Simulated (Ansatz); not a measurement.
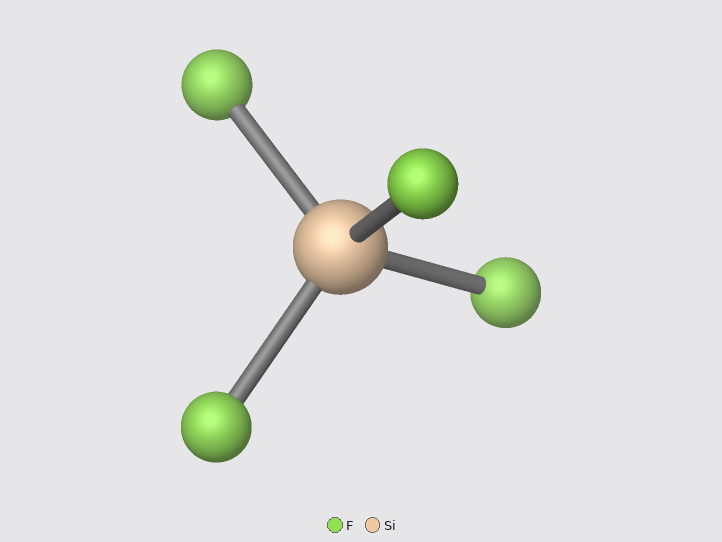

Rendered structure (ball-and-stick style). Every bond is drawn as one stick, whatever its order.

The geometry was computed by an optimisation with PBE0-D4/def2-TZVP.

Identify the structure.

The molecule is SiF4. The point group is Td. Coordination: 1 Si tetrahedral.

The parts below concern this one geometry. Atoms keep their numbers from picture to picture.

### Shape

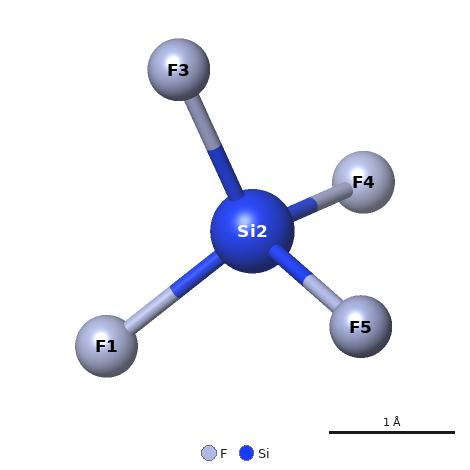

The atoms are numbered.

What are the angles F1–Si2–F3?

```
    angle  degrees
F1–Si2–F3    109.5
```

### Vibrations

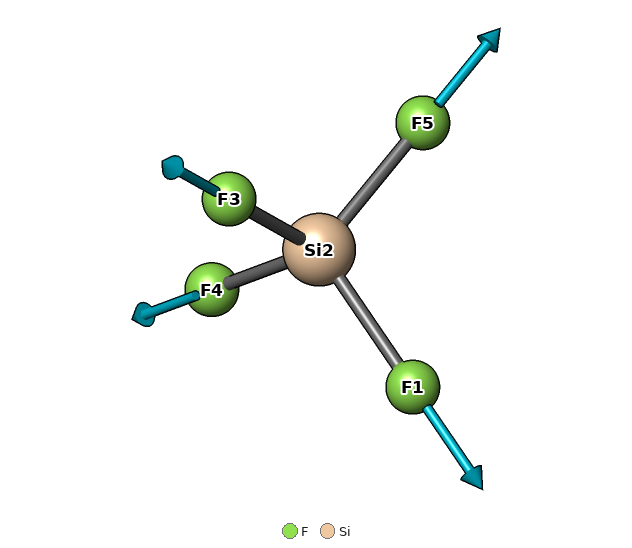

The arrows show one normal mode. Harmonic vibrations computed with RKS PBE0-D4/def2-TZVP (Ansatz 0.2.0) at a stationary point of the same level.

> What kind of motion is it?

Mostly in-phase stretching of 4 F–Si bonds.

> Estimate its harmonic wavenumber.

796 cm⁻¹; it is mode 6 of 9 counted from the lowest.

### Electronic properties

Level of theory: RHF-CCSD(T), frozen core/def2-QZVPP (Ansatz 0.2.0).

> Give the T1 diagnostic at this level.

0.011.

### Thermal motion

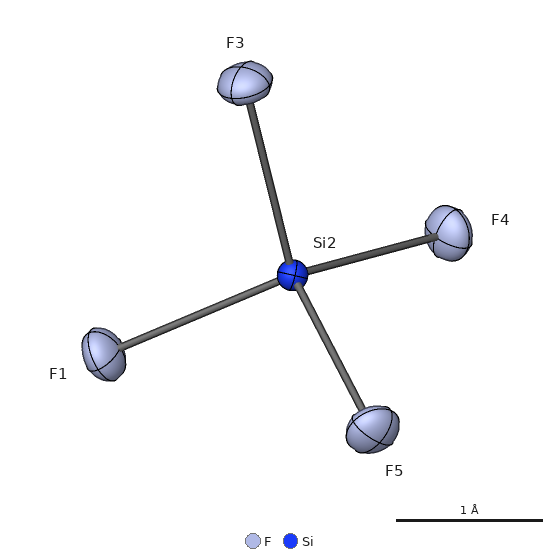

Displacement ellipsoids at the 50 % level, enlarged 2 times, from the internal vibrations of the free molecule (harmonic, no overall translation or rotation; no half-axis is drawn under 0.075 Å). Vibrations computed with RKS PBE0-D4/def2-TZVP (Ansatz 0.2.0). Temperature: 600 K.

Give the displacement parameters, one line for each set of equivalent atoms.

```tsv
atom	U_eq (Å²)	rms amplitudes (Å)
F1, F3, F4, F5	0.0032	0.043, 0.063, 0.063
Si2	0.0012	0.034, 0.034, 0.034
```
